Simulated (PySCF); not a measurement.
**Run report: C₃H₅BrO₃Si, excited-state calculation**

- system: C₃H₅BrO₃Si
- method: TDDFT CAM-B3LYP/def2-SVPD, vertical, gas phase, core orbitals frozen in the response (PySCF 2.14.0)

The geometry comes from this level: GFN2-xTB. It belongs to a series of runs on one base structure; here: C replaced by Si.

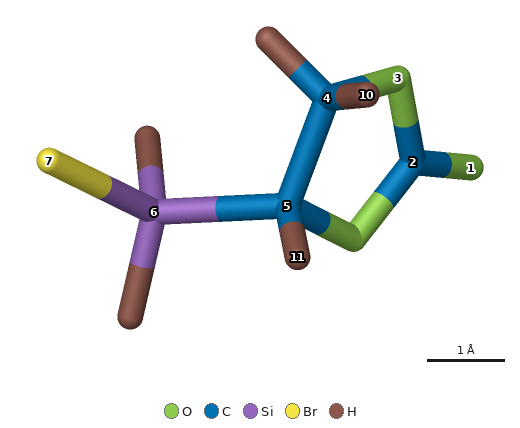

The structure (stick view, seen at a tilt; atoms are numbered from 1 in the order of the input).

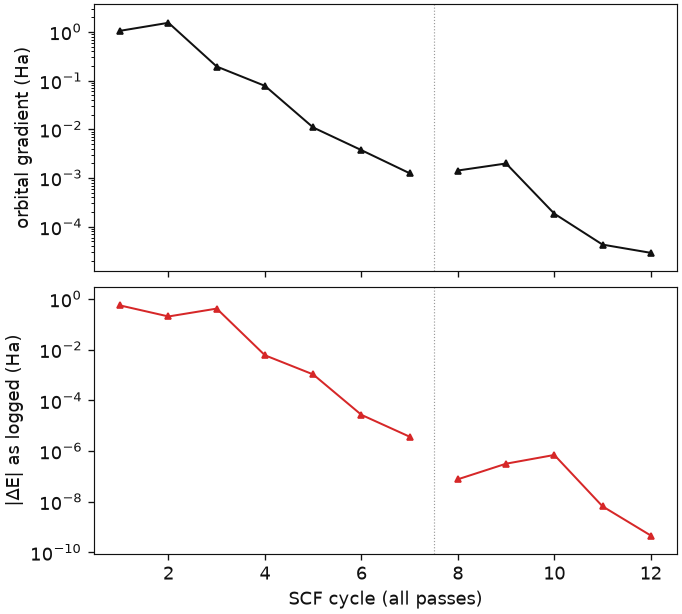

Convergence of the self-consistent field: orbital gradient and size of the energy change against the SCF cycle. The dotted line marks the change from a coarse to the final integration grid. The first 7 cycles use a coarse grid, the final grid takes over at cycle 8, and the field converges after 12 cycles in all.

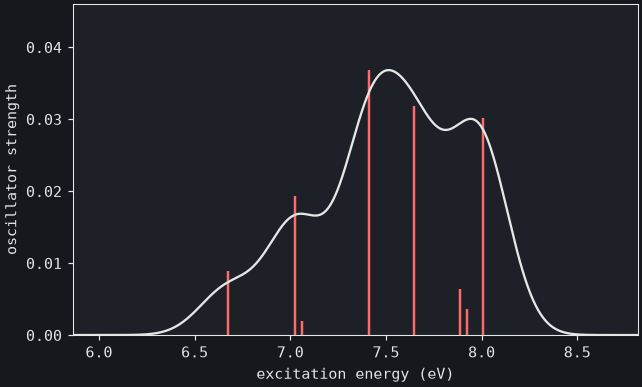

Computed excitations as sticks (degenerate states added up, dark ones marked on the axis), with a Gaussian envelope of 0.35 eV full width at half maximum, scaled to the tallest. Of the 8 states the lowest lies at 6.67 eV (f = 0.009); the strongest line is at 7.41 eV, or 167 nm (f = 0.037).

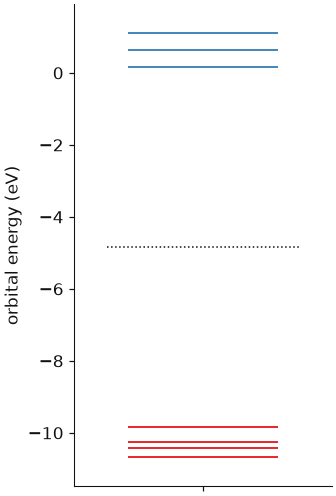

Orbital energies near the frontier; the dotted line parts filled from empty levels, and levels within 0.02 eV of each other stand side by side. Highest filled −9.85 eV, lowest empty 0.16 eV, 10.01 eV apart.

These pictures come from the run below.

### The input
```
{"job": {"kind": "uv", "xc": "CAM-B3LYP", "basis": "def2-SVPD", "nstates": 8, "ntriplets": 3}, "charge": 0, "multiplicity": 1}
O      2.853103    -1.203890     0.512207
C      1.911464    -0.520500     0.288883
O      1.738943     0.204717    -0.828118
C      0.534401     0.943789    -0.762128
C     -0.151719     0.417288     0.510631
Si    -1.607133    -0.789704     0.237885
Br    -3.200232     0.414058    -0.705110
O      0.863155    -0.388672     1.116322
H     -0.036826     0.761961    -1.677548
H      0.772705     2.011471    -0.704085
H     -0.383912     1.233281     1.201447
H     -1.214672    -1.804911    -0.725206
H     -2.083664    -1.278403     1.517093
```

The first line tells a small driver script what to run in PySCF; the rest is the geometry in Å.

Run as:
```bash
OMP_NUM_THREADS=1 python <driver script> task.json out
```

### What the program printed
```
coarse grid: 57184 points
cycle   1  E = -3205.8407673548  dE =  5.609e-01  |g| = 1.058e+00  |ddm| = 5.175e+00
cycle   2  E = -3205.6342097160  dE =  2.066e-01  |g| = 1.544e+00  |ddm| = 3.032e+00
cycle   3  E = -3206.0565013359  dE = -4.223e-01  |g| = 1.950e-01  |ddm| = 1.721e+00
cycle   4  E = -3206.0625665323  dE = -6.065e-03  |g| = 7.815e-02  |ddm| = 2.676e-01
cycle   5  E = -3206.0636311085  dE = -1.065e-03  |g| = 1.092e-02  |ddm| = 8.305e-02
cycle   6  E = -3206.0636581635  dE = -2.706e-05  |g| = 3.740e-03  |ddm| = 2.489e-02
cycle   7  E = -3206.0636618736  dE = -3.710e-06  |g| = 1.254e-03  |ddm| = 7.379e-03
final grid: 119112 points
cycle   8  E = -3206.0636457214  dE = -7.732e-08  |g| = 1.427e-03  |ddm| = 6.494e-03
cycle   9  E = -3206.0636454019  dE =  3.194e-07  |g| = 1.990e-03  |ddm| = 3.454e-03
cycle  10  E = -3206.0636461078  dE = -7.059e-07  |g| = 1.853e-04  |ddm| = 1.940e-03
cycle  11  E = -3206.0636461144  dE = -6.610e-09  |g| = 4.288e-05  |ddm| = 2.370e-04
cycle  12  E = -3206.0636461149  dE = -4.666e-10  |g| = 2.908e-05  |ddm| = 8.695e-05
converged SCF energy = -3206.0636461149

Static polarisability (au): isotropic 88.254, principal 70.907 81.224 112.632

Singlet excitations
state   eV       nm        f      main configurations
  1   6.6746    185.8   0.00884   H->L 0.90
  2   7.0223    176.6   0.01934   H-1->L 0.82
  3   7.0593    175.6   0.00201   H-2->L+7 0.31, H-2->L+8 0.26, H-2->L+3 0.13
  4   7.4115    167.3   0.03681   H->L+1 0.47, H-4->L 0.22, H-3->L 0.16
  5   7.6470    162.1   0.03177   H->L+1 0.36, H-4->L 0.21, H-3->L 0.13
  6   7.8872    157.2   0.00636   H-1->L+1 0.49, H-2->L 0.12, H-1->L+3 0.11
  7   7.9212    156.5   0.00365   H-2->L 0.43, H-2->L+1 0.15, H-1->L+1 0.13
  8   8.0057    154.9   0.03012   H-4->L 0.26, H-3->L+1 0.20, H-3->L 0.15

Triplet excitations (Tamm-Dancoff, eV): 6.3382 6.6061 6.6171
```

### Key numbers

- outcome: converged
- total energy: −3206.063646 hartree
- HOMO: −9.85 eV
- LUMO: 0.16 eV
- dipole moment: 4.08 D
- mean polarisability: 88.25 a.u.
- lowest singlet excitation: 6.67 eV
- hardware: 1 CPU thread, shared host
- wall time: 2.3 min
- peak memory: 1 GiB

Spin–orbit coupling is left out, which matters for the heavy atoms.
